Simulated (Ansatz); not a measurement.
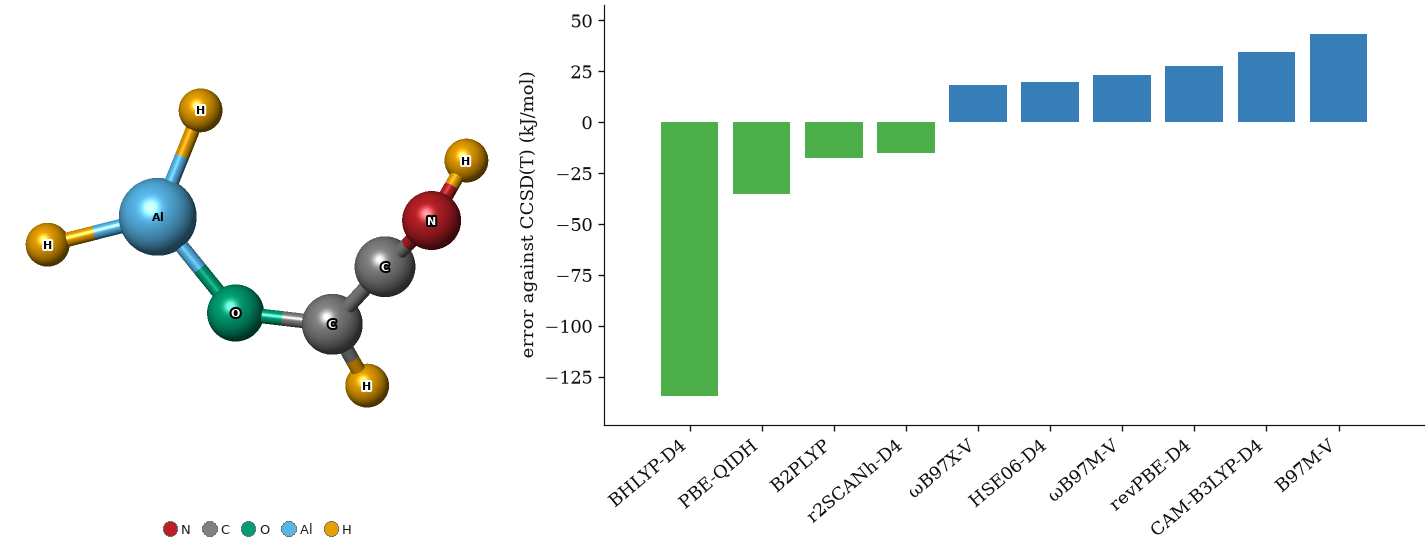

Error in the electronic atomisation energy (method less reference, so positive means overbinding) of C₂H₄AlNO, SMILES N=C=C[O][AlH2], singlet: functionals in def2-TZVPP against frozen-core CCSD(T) at the limit (MP2 extrapolated from triple and quadruple zeta, plus CCSD(T) less MP2 in a smaller set), which gives 3401.8 kJ/mol, at a PBE0-D4/def2-TZVP geometry (a minimum by its frequencies), no zero-point or spin-orbit term, the Ansatz code 0.2.0. The reference leaves out core correlation, a term that grows with the number of heavy atoms. PBE-QIDH and B2PLYP hold a correlation term that converges slowly with the basis, so part of the distance to the limit is basis error. No dispersion term is added to PBE-QIDH and B2PLYP.

> Which of these levels overbind, and which underbind?

Overbind: revPBE-D4, CAM-B3LYP-D4 and B97M-V. Underbind: BHLYP-D4 and PBE-QIDH. Within 25 kJ/mol of zero, too close to call in view of what the reference leaves out: B2PLYP, r2SCANh-D4, ωB97X-V, HSE06-D4 and ωB97M-V.

> What range do the values span?

From −134.5 kJ/mol (BHLYP-D4) to 43.5 kJ/mol (B97M-V).

Caveats, for all or some of the runs: one conformer of a flexible molecule.
